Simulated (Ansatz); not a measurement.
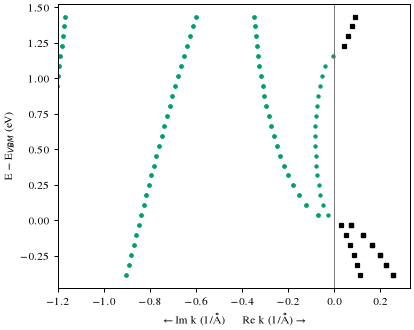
Figure: Complex bands at the centre of the two-dimensional zone; r2SCAN run with Ansatz (a program for electronic structure)

The gap is the functional's own, uncorrected, and κ follows it; spin-orbit coupling is left out. Mid-gap means the computed energy nearest the middle.

### Question
This is CdTe (F-43m, zinc blende, 2 atoms a cell, 35.4 Å³ an atom) along the normal of (001). Read off the slowest decay at the centre of the two-dimensional zone at 0.59 eV, the computed energy nearest the middle of the gap.

### Answer
κ ≈ 0.08 1/Å, a decay length 1/(2κ) of the density of 6.1 Å.
